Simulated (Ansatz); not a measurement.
**GeTe (SMILES [Ge][Te]) at 6 levels**

Aim: a comparison of 6 runs (HF/STO-3G, HF/3-21G, HF/def2-SVP, HF/def2-TZVP, PBE0/def2-SVP, CCSD(T)/def2-SVP) of GeTe. 

The calculation is run with Ansatz 0.2.0.

8 further runs of the same task are left out: 1 that didn't finish, 7 set aside as unsound or not needed.

## (1) The system as given

The species is GeTe (2 atoms), meant as a singlet with charge 0. SMILES: `[Ge][Te]`. The bond length is the measured one.

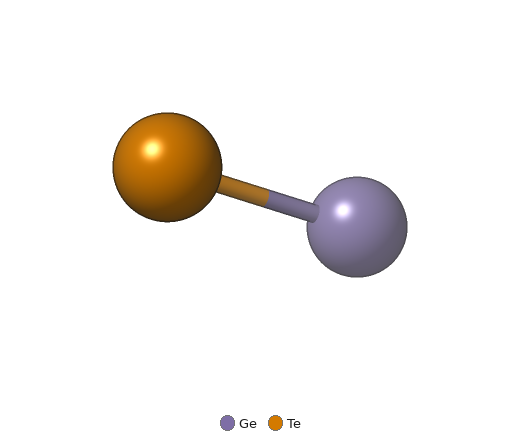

Viewed from a chosen angle; germanium purple, tellurium orange.

## (2) Energy and gradient at HF/STO-3G (run 1)

molecule.yaml reads:

```yaml
crystal:
  periodic: [false, false, false]
  atoms:
    - symbol: Ge
      position_ang: [0.000000, 0.000000, 0.000000]
    - symbol: Te
      position_ang: [0.000000, 0.000000, 2.340165]
basis:
  gaussian:
    orbitals: STO-3G
hamiltonian:
  xc: hf
accuracy: high
output:
  forces: true
  orbitals: {seedname: orbitals}
```

Run with:

```
$ ansatz run molecule.yaml --threads 1 --pin off --max-ram 2610MiB --events-out events.jsonl --progress --plain --runs-dir runs
```

The log of the run:

```text
Warning: RAYON_NUM_THREADS=1 ignored (pool sized by the plan → 1); use --threads N
Functional definition: HF
  name "HF"
  exchange = exact_x
  correlation = 0
564 factors; integrals over basis functions are off by at most 4.8e-9 eV
mean field evaluation 1: about -233984.9647 eV, gradient 1.9e1 eV
mean field evaluation 2: about -233984.9964 eV, gradient 1.9e1 eV
mean field evaluation 4: about -233987.6497 eV, gradient 1.0e0 eV
mean field evaluation 8: about -233987.6554 eV, gradient 1.8e-2 eV
mean field -233987.65539560 eV, -8598.8877332591 hartree, gradient 2.2e-8 eV, S^2 0.000000; 0 other end points of the search recorded, 0 dependent functions left out
the calculation of the forces begins
reference -233987.65539560 eV, -8598.8877332591 hartree; 42, 42 occupied and 3, 3 virtual orbitals, 564 factors
Total energy: -233987.65539560 eV, -8598.8877332591 hartree
Atom 0 at     0.000000     0.000000     0.000000 Å, force    -0.000000    -0.000000     1.974386 eV/Å
Atom 1 at     0.000000     0.000000     2.340165 Å, force     0.000000     0.000000    -1.974386 eV/Å
Dipole moment:    -0.000000    -0.000000    -0.666559 e Å
```

Run time: 0.97 s. Hardware: 1 thread of Arm Neoverse V2, shared host; peak memory 0.1 GiB.

## (3) Energy and forces at HF/3-21G (run 2)

in.yaml reads:

```yaml
crystal:
  periodic: [false, false, false]
  atoms:
    - {symbol: Ge, position_ang: [0.000000, 0.000000, 0.000000]}
    - {symbol: Te, position_ang: [0.000000, 0.000000, 2.340165]}
basis:
  gaussian: {orbitals: 3-21G-spherical.json}
total_charge: 0
magnetization: {spin_polarized: false, initial_magnetization: 0}
hamiltonian: {xc: hf}
accuracy: high
output: {forces: true, orbitals: {seedname: orbitals}}
```

The basis set 3-21G is read from a file made from the Basis Set Exchange's data (not shown).

Run with:

```
$ ansatz run in.yaml --threads 1 --pin off --max-ram 2610MiB --events-out events.jsonl --progress --plain --runs-dir runs
```

The log of the run:

```text
Warning: RAYON_NUM_THREADS=1 ignored (pool sized by the plan → 1); use --threads N
[... 4 set-up lines as earlier in the session ...]
874 factors; integrals over basis functions are off by at most 4.8e-9 eV
mean field evaluation 1: about -235324.4569 eV, gradient 1.3e1 eV
mean field evaluation 2: about -235324.5017 eV, gradient 1.3e1 eV
mean field evaluation 4: about -235325.5513 eV, gradient 7.2e-1 eV
mean field evaluation 8: about -235325.5578 eV, gradient 1.5e-3 eV
mean field -235325.55778884 eV, -8648.0547393478 hartree, gradient 1.9e-8 eV, S^2 0.000000; 0 other end points of the search recorded, 0 dependent functions left out
the calculation of the forces begins
reference -235325.55778884 eV, -8648.0547393478 hartree; 42, 42 occupied and 11, 11 virtual orbitals, 874 factors
Total energy: -235325.55778884 eV, -8648.0547393478 hartree
Atom 0 at     0.000000     0.000000     0.000000 Å, force    -0.000000    -0.000000    -1.394027 eV/Å
Atom 1 at     0.000000     0.000000     2.340165 Å, force     0.000000     0.000000     1.394027 eV/Å
Dipole moment:    -0.000000     0.000000    -0.495013 e Å
```

Wall time 1.5 s (1 thread of Arm Neoverse V2, shared host); peak memory 0.13 GiB.

## (4) Energy and gradient at HF/def2-SVP (core potential) (run 3)

run.yaml reads:

```yaml
crystal:
  periodic: [false, false, false]
  atoms:
    - {symbol: Ge, position_ang: [0.000000, 0.000000, 0.000000]}
    - {symbol: Te, position_ang: [0.000000, 0.000000, 2.340165]}
basis:
  gaussian:
    orbitals: def2-SVP
hamiltonian:
  xc: hf
accuracy: high
output: {forces: true, orbitals: {seedname: orbitals}}
```

Run with:

```
$ ansatz run run.yaml --threads 1 --pin off --max-ram 2610MiB --events-out events.jsonl --progress --plain --runs-dir runs
```

The log of the run:

```text
Warning: RAYON_NUM_THREADS=1 ignored (pool sized by the plan → 1); use --threads N
[... 4 set-up lines as earlier in the session ...]
1130 factors; integrals over basis functions are off by at most 4.1e-9 eV
mean field evaluation 1: about -63731.4385 eV, gradient 1.5e1 eV
mean field evaluation 2: about -63731.5219 eV, gradient 1.5e1 eV
mean field evaluation 4: about -63732.6254 eV, gradient 1.5e0 eV
mean field evaluation 8: about -63732.6412 eV, gradient 1.9e-4 eV
mean field evaluation 16: about -63732.6412 eV, gradient 4.8e-8 eV
mean field -63732.64121709 eV, -2342.1313651923 hartree, gradient 4.8e-8 eV, S^2 0.000000; 0 other end points of the search recorded, 0 dependent functions left out
the calculation of the forces begins
reference -63732.64121709 eV, -2342.1313651923 hartree; 28, 28 occupied and 30, 30 virtual orbitals, 1130 factors
Total energy: -63732.64121709 eV, -2342.1313651923 hartree
Atom 0 at     0.000000     0.000000     0.000000 Å, force     0.000000     0.000000     0.245617 eV/Å
Atom 1 at     0.000000     0.000000     2.340165 Å, force    -0.000000    -0.000000    -0.245617 eV/Å
Dipole moment:    -0.000000     0.000000    -0.383481 e Å
```

It took 1.8 s on 1 thread of Arm Neoverse V2, shared host; peak memory 0.13 GiB.

Runs 4 to 5 aren't shown in full; the table further down has their settings and results.

## (5) Energy and forces at CCSD(T)/def2-SVP (core potential) (run 6)

job.yaml reads:

```yaml
crystal:
  periodic: [false, false, false]
  atoms:
    - symbol: Ge
      position_ang: [0.000000, 0.000000, 0.000000]
    - symbol: Te
      position_ang: [0.000000, 0.000000, 2.340165]
basis:
  gaussian: {orbitals: def2-SVP}
correlation: {method: ccsd_t, frozen_orbitals: {Ge: 9, Te: 4}}
accuracy: high
scf: {omitted_lower_state_checks: [cluster_reference, increment]}
output: {forces: true, orbitals: {seedname: orbitals}}
```

Run with:

```
$ ansatz run job.yaml --threads 1 --pin off --max-ram 2610MiB --events-out events.jsonl --progress --plain --runs-dir runs
```

The log of the run, cut to the lines that bear on the results:

```text
Warning: RAYON_NUM_THREADS=1 ignored (pool sized by the plan → 1); use --threads N
[... 2 set-up lines as earlier in the session ...]
[...]
1130 factors; integrals over basis functions are off by at most 4.1e-9 eV
[...]
mean field -63732.64121709 eV, -2342.1313651923 hartree, gradient 4.8e-8 eV, S^2 0.000000; 0 other end points of the search recorded, 0 dependent functions left out
13 core orbitals not correlated: weight in the atoms' cores, before any rotation towards them, 1.000 or more for the frozen orbitals, at most 0.000 for the correlated occupied ones
reference -63732.64121709 eV, -2342.1313651923 hartree; 15, 15 occupied and 30, 30 virtual orbitals, 1130 factors
second order -8.79331645 eV of doubles, -0.00000000 eV of singles
cycle   1  -8.47264220 eV  change    3.2e-1 eV  update   1.3e-1
[...]
cycle  20  -8.89179135 eV  change  -9.0e-10 eV  update  9.2e-10
perturbative correction -0.42533292 eV, -0.0156306965 hartree
[...]
Total energy: -63741.95834136 eV, -2342.4737631938 hartree
Atom 0 at     0.000000     0.000000     0.000000 Å, force     0.000000     0.000000    -0.706404 eV/Å
Atom 1 at     0.000000     0.000000     2.340165 Å, force    -0.000000    -0.000000     0.706404 eV/Å
Dipole moment:    -0.000000     0.000000    -0.132216 e Å
Checks for a lower state left out: cluster_reference, increment
```

It took 11 s on 1 thread of Arm Neoverse V2, shared host; peak memory 0.26 GiB.

## (6) All runs side by side

| run | level | core potential | frozen core orbitals | energy (Eh) | dipole moment (D) | HOMO energy (eV) | LUMO energy (eV) | wall time |
| --- | --- | --- | --- | --- | --- | --- | --- | --- |
| 1 | HF/STO-3G | none | – | -8598.887733 | 3.20 | -6.10 | 4.01 | 0.97 s |
| 2 | HF/3-21G | none | – | -8648.054739 | 2.38 | -8.97 | -0.02 | 1.5 s |
| 3 | HF/def2-SVP (core potential) | def2-SVP | – | -2342.131365 | 1.84 | -8.86 | 0.21 | 1.8 s |
| 4 | HF/def2-TZVP (core potential) | def2-TZVP | – | -2342.404402 | 1.92 | -8.86 | 0.20 | 4.2 s |
| 5 | PBE0/def2-SVP (core potential) | def2-SVP | – | -2344.541373 | 1.16 | -7.06 | -2.58 | 4.2 s |
| 6 | CCSD(T)/def2-SVP (core potential) | def2-SVP | 13 | -2342.473763 | 0.64 | -8.86 | 0.21 | 11 s |

## (7) Summary of results

```
                                           quantity           value
                                run 6: total energy  -2342.47376 Eh
          run 6: dipole moment (correlated density)          0.64 D
         run 6: HOMO energy (Hartree–Fock orbitals)        -8.86 eV
         run 6: LUMO energy (Hartree–Fock orbitals)         0.21 eV
       run 6: HOMO–LUMO gap (Hartree–Fock orbitals)         9.06 eV
run 6: correlation energy (13 core orbitals frozen)      -342.4 mEh
                              run 6: (T) correction      -15.63 mEh
                               run 6: T1 diagnostic           0.020
                    run 6: largest force on an atom      0.706 eV/Å
```

**Reading.** The dipole moment (its size) runs from 0.64 D (CCSD(T)/def2-SVP) to 3.20 D (HF/STO-3G). The two ends differ in method and basis and core potential. Over runs 1, 2, 3, 4, 5 the HOMO–LUMO gap runs from 4.48 eV (PBE0/def2-SVP) to 10.11 eV (HF/STO-3G). Some runs of one species differ in core potentials or relativity; totals across that change don't compare. In run 1 the basis is minimal, so the values are rough. In runs 1, 2 relativity is left out where basis or elements ask for it. All runs together took 23 s, the longest 11 s.
